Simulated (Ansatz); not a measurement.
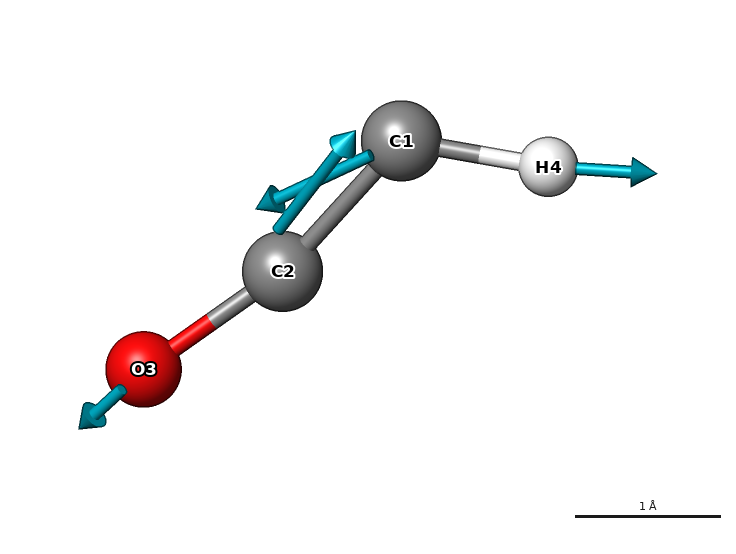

Arrows show the forces on the atoms, 0.3 Å of arrow for 1 eV/Å; forces under a tenth of the largest aren't drawn. Charge −1, singlet. Level of theory: r2SCAN-D4/def2-TZVPPD (Ansatz 0.2.0).

**On which atom is the force largest, and how large is it?**

On C2: 3.60 eV/Å.

**Along which bond is the force strongest?**

C1–C2, now 1.315 Å: the forces pull its atoms together, so a first step downhill shortens it.

List the force components in the frame of the picture (x right, y up, z towards the viewer), in eV/Å.

```
atom     Fx     Fy     Fz
  C1  −2.68  −1.25  −1.29
  C2   1.80   2.32   2.08
  O3  −1.02  −0.94  −0.89
  H4   1.90  −0.12   0.09
```
